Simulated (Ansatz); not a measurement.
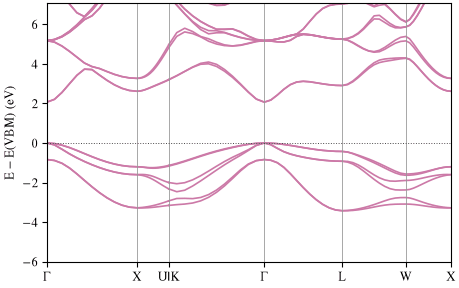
Band structure from the program Ansatz at the PBE with spin–orbit coupling level (PAW)

Task: Read off the gap and where the band edges lie.

Result: About 2.1 eV (2.07 eV by a search for the band edges); maximum at Γ, minimum at Γ.

The material is MgTe (zinc blende, space group No. 216).

Space group F-43m (zinc blende). The PBE relaxation kept the symmetry of its start.

Potentials: the later of the program's two PAW sets.
